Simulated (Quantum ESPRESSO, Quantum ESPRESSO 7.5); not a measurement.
# Work function and surface energy of Na(110) against thickness

Wanted: a thickness series of Na(110), driven from Python.

Program: Quantum ESPRESSO 7.5. Level of theory: plane-wave DFT, PBE, GBRV ultrasoft pseudopotentials. Results are calculated unless marked as measured.

**What experiment says.**

“Anisotropic work function of elemental crystals” (2019, arxiv:1902.07811) quotes from earlier work for Na (polycrystalline sample, no single face): work function, loosely compared (polycrystalline sample, no single face) 2.75 eV.

This is a report of a sequence of runs, with most program output left out.

## Step 1: Set-up

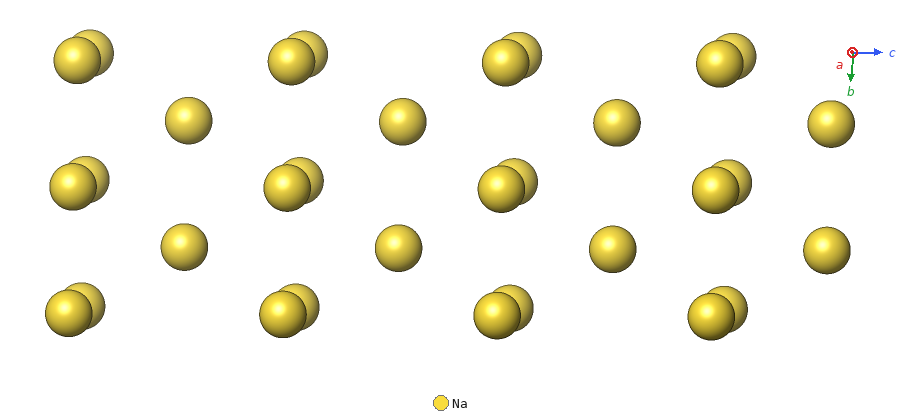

Start, viewed from the side, with the c axis across the page; sodium yellow. 1×2×1 cells are drawn. Some periodic images of atoms are drawn too.

The cell holds 8 atoms: 8 Na. Its edges and angles: a = 3.663 Å, b = 3.663 Å, c = 35.937 Å, α = 90.0°, β = 90.0°, γ = 70.5°. It derives from Na. Vacuum lies along c.

Structure file:

```
CELL_PARAMETERS angstrom
2.99106 -2.11500 0.00000
2.99106 2.11500 0.00000
0.00000 0.00000 35.93743
ATOMIC_POSITIONS crystal
Na 0.00000 0.00000 0.20870
Na 0.50000 0.50000 0.29193
Na 0.00000 0.00000 0.37516
Na 0.50000 0.50000 0.45839
Na 0.00000 0.00000 0.54161
Na 0.50000 0.50000 0.62484
Na 0.00000 0.00000 0.70807
Na 0.50000 0.50000 0.79130
```

## Step 2: Running the series

ASE writes the inputs, starts pw.x and reads the results. Under ESM bc1 the zero of energy of a symmetric slab is the vacuum, so the work function is minus the Fermi level.

Input file run.py:

```python
import json
import numpy as np
from ase.build import bcc110
from ase.calculators.espresso import Espresso, EspressoProfile

profile = EspressoProfile(command='mpirun -n 4 pw.x -nk 4', pseudo_dir='../pseudo')
pseudopotentials = {'Na': 'na_pbe_v1.5.uspp.F.UPF'}
system = {'ecutwfc': 40, 'ecutrho': 200, 'occupations': 'smearing', 'smearing': 'mv', 'degauss': 0.02}


def calculator(name, kpts, **extra):
    data = dict(control=dict(tprnfor=True, verbosity='high', disk_io='none'),
                system=system | extra,
                electrons=dict(conv_thr=1e-07, mixing_beta=0.4, mixing_mode='local-TF',
                               electron_maxstep=100))
    return Espresso(profile=profile, directory=name, pseudopotentials=pseudopotentials, kpts=kpts, input_data=data)


def centre(atoms):
    z = atoms.positions[:, 2]
    atoms.positions[:, 2] -= (z.max() + z.min()) / 2  # ESM wants the slab about z = 0
    return atoms


rows = []
for n in [3, 4, 5, 6, 7, 8]:
    slab = centre(bcc110('Na', size=(1, 1, n), a=4.23, vacuum=7.5, periodic=True))
    slab.set_initial_magnetic_moments([0.0] * n)
    slab.calc = calculator(f'n{n}', (8, 10, 1), assume_isolated='esm', esm_bc='bc1')
    energy = slab.get_potential_energy()
    work = -slab.calc.get_fermi_level()
    force = slab.get_forces()[-1, 2]
    rows.append([n, energy, work, force])
    print(f'{n} layers: E = {energy:.5f} eV, work function {work:.3f} eV, force on the top atom {force:+.3f} eV/A')

n, energy = np.array(rows)[:, :2].T
slope, offset = np.polyfit(n[1:], energy[1:], 1)
area = np.linalg.norm(np.cross(*slab.cell[:2]))
gamma = offset / (2 * area) * 16.0218
print(f'bulk energy from the slope {slope:.5f} eV an atom; unrelaxed surface energy {gamma:.3f} J/m^2')
json.dump(dict(rows=rows, slope=slope, gamma=gamma), open('result.json', 'w'))
```

Run with:

```sh
$ OMP_NUM_THREADS=1 python run.py
```

It took 14 min on 4 MPI ranks of Arm Neoverse V2, shared host; peak memory 1.4 GiB; 54 min of CPU time.

Read from the output:

* surface energy: 0.2147 J/m²
* work function of the thickest slab: 2.819 eV

Work function against layers:

```csv
layers,work function (eV)
3.00,2.92
4.00,2.88
5.00,2.82
6.00,2.80
7.00,2.83
8.00,2.82
```

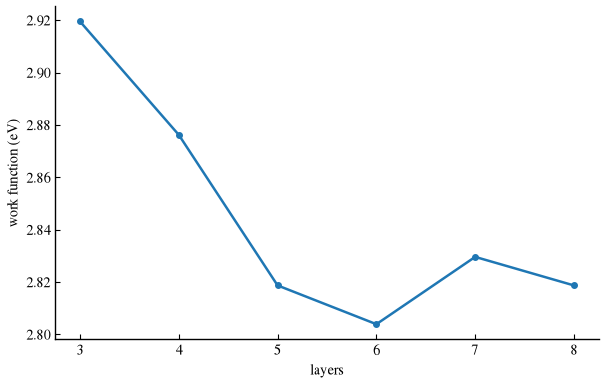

Work function against layers.

The force on the top atom along the normal by layers:

```csv
layers,force on the top atom along the normal (eV/Å)
3.00,-0.0350
4.00,-0.0361
5.00,-0.0405
6.00,-0.0328
7.00,-0.0248
8.00,-0.0254
```

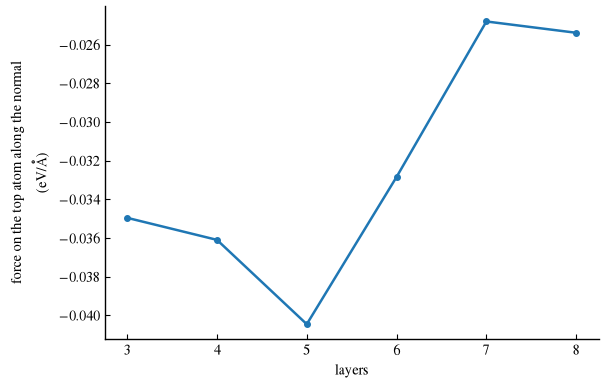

Force on the top atom along the normal, plotted against layers.

The energy less the bulk line's slope by layers:

```csv
layers,energy less the bulk line's slope (meV)
3.00,336
4.00,340
5.00,342
6.00,333
7.00,339
8.00,341
```

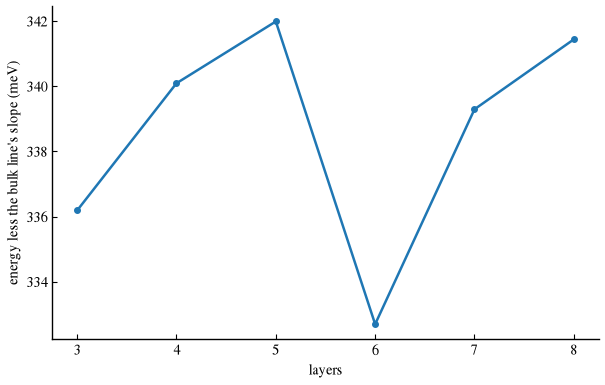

Energy less the bulk line's slope against layers.

## Step 3: The script: PBE, PseudoDojo norm-conserving

Level of this step: plane-wave DFT, PBE, PseudoDojo norm-conserving pseudopotentials (Quantum ESPRESSO 7.5).

run.py is the input of step 2 with these lines changed:

```diff
@@ -6,4 +6,4 @@
 profile = EspressoProfile(command='mpirun -n 4 pw.x -nk 4', pseudo_dir='../pseudo')
-pseudopotentials = {'Na': 'na_pbe_v1.5.uspp.F.UPF'}
-system = {'ecutwfc': 40, 'ecutrho': 200, 'occupations': 'smearing', 'smearing': 'mv', 'degauss': 0.02}
+pseudopotentials = {'Na': 'Na.dojo-sr-pbe-0.4.1-standard.upf'}
+system = {'ecutwfc': 76, 'ecutrho': 304, 'occupations': 'smearing', 'smearing': 'mv', 'degauss': 0.02}
```

Run with:

```sh
$ OMP_NUM_THREADS=1 python run.py
```

Run time: 40 min. Hardware: 4 MPI ranks; peak memory 2.7 GiB; 2.7 h of CPU time.

Read from the output:

| Quantity | Value |
| --- | --- |
| surface energy | 0.2146 J/m² |
| work function of the thickest slab | 2.818 eV |

The work function by layers:

```csv
layers,work function (eV)
3.00,2.92
4.00,2.88
5.00,2.82
6.00,2.80
7.00,2.83
8.00,2.82
```

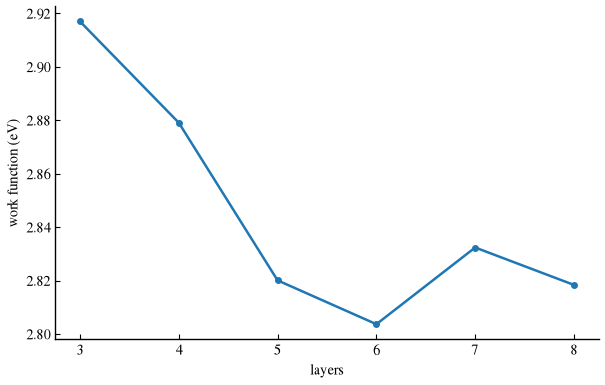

Work function, plotted against layers.

Table of force on the top atom along the normal by layers:

```csv
layers,force on the top atom along the normal (eV/Å)
3.00,-0.0303
4.00,-0.00970
5.00,-0.0321
6.00,-0.0266
7.00,-0.0359
8.00,-0.00864
```

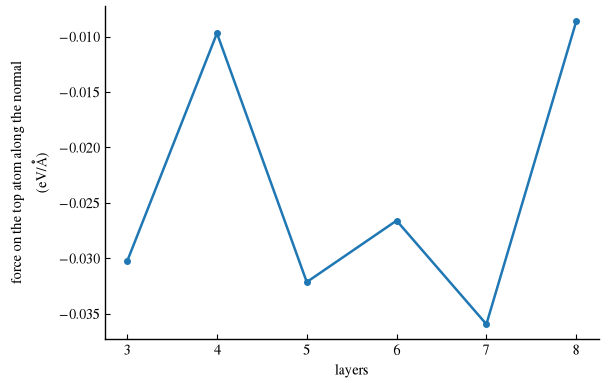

Force on the top atom along the normal, plotted against layers.

The energy less the bulk line's slope by layers:

```csv
layers,energy less the bulk line's slope (meV)
3.00,336
4.00,340
5.00,342
6.00,332
7.00,340
8.00,341
```

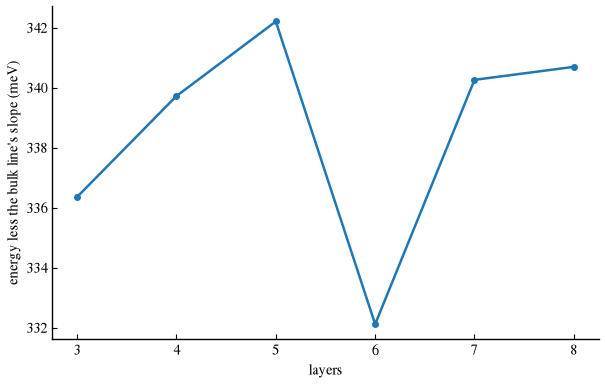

Energy less the bulk line's slope against layers.

## Step 4: The arithmetic

γ = (E_N − N e_bulk)/(2A). The excess of the thickest slab is 0.341 eV and A = 12.652 Å²: 0.341/(2 × 12.652) × 16.02 = 0.22 J/m² (1 eV/Å² = 16.02 J/m²); the fit's intercept gives 0.21.

## Step 5: Summary of results

```json
{
  "work function of the thickest slab, PBE, GBRV ultrasoft": "2.82 eV",
  "unrelaxed surface energy, PBE, GBRV ultrasoft": "0.21 J/m²",
  "work function of the thickest slab, PBE, PseudoDojo norm-conserving": "2.82 eV",
  "unrelaxed surface energy, PBE, PseudoDojo norm-conserving": "0.21 J/m²"
}
```

The thickest slab gives a work function of 2.82 eV and the series an unrelaxed surface energy of 0.21 J/m² (PBE, GBRV ultrasoft). The work function swings by 0.12 eV over 3 to 8 layers and by 0.01 eV over the last step; confined states crossing the Fermi level and the finite mesh both contribute. From 4 layers on it stays within 0.1 eV. The top atom feels almost no force. The slabs are cut from the bulk at the tabulated lattice constant and not relaxed; the surface energy comes from a straight line through the energies of all but the thinnest slab.

Comparison with the measured values:

```
                                                                     quantity  measured        PBE, GBRV  PBE, PseudoDojo
work function, loosely compared (polycrystalline sample, no single face) (eV)      2.75  2.82 (+0.07 eV)  2.82 (+0.07 eV)
```

Measured values from arxiv:1902.07811 (2019).

Verdict: A polycrystal averages over faces, so this is a loose comparison.

[Logs are printed without paths, hosts, clocks, repeated set-up lines and the standing remarks that a program may print on its own settings, such as how far it seeks lower states.]

[Hosts, paths, dates, database ids (printed as entryN), source tags and the programs' standing remarks are cut or masked in the printed files.]

[Maps of the electrostatic potential energy from Ansatz leave out the sawtooth potential of an applied field or a dipole correction, so their vacuum need not be flat; planar profiles and work functions include it.]
